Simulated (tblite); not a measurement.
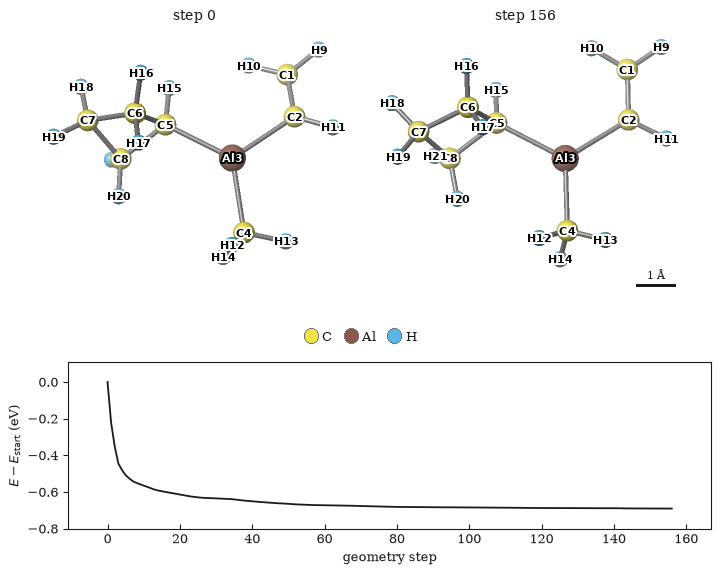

First and last geometry of a relaxation of C7H13Al, with the history of the run. A ball-and-stick model, seen at a tilt.

Computed with tblite, GFN2-xTB geometry optimisation, gas phase. 

Q: Read the history and describe the run.

A: It converged. H18 moves most after the best rigid fit: 0.82 Å. Largest moves by element: H 0.82 Å, C 0.35 Å, Al 0.26 Å. Near-neighbour distances that change, for instance: Al3–C5 1.955 → 2.015 Å, C5–C8 1.509 → 1.555 Å, C7–H18 1.120 → 1.090 Å, C5–C6 1.529 → 1.557 Å. Bond angles that change, for instance: H16–C6–H17 116.4° → 108.5°, C8–C5–H15 115.8° → 108.7°, C4–Al3–C5 125.9° → 118.9°. Groups turn about C2–Al3 by about 30°, Al3–C4 by about 25°. The energy falls by 0.690 eV in 156 geometry steps.

```csv
step,"E − E(0), eV"
0,0.0000
1,-0.2228
2,-0.3531
3,-0.4451
4,-0.4799
5,-0.5077
6,-0.5255
7,-0.5408
8,-0.5502
9,-0.5575
10,-0.5641
18,-0.6066
25,-0.6289
33,-0.6370
41,-0.6522
48,-0.6618
56,-0.6706
64,-0.6732
71,-0.6765
79,-0.6809
87,-0.6822
95,-0.6835
102,-0.6840
110,-0.6852
118,-0.6869
125,-0.6874
133,-0.6878
141,-0.6888
148,-0.6898
156,-0.6901
```
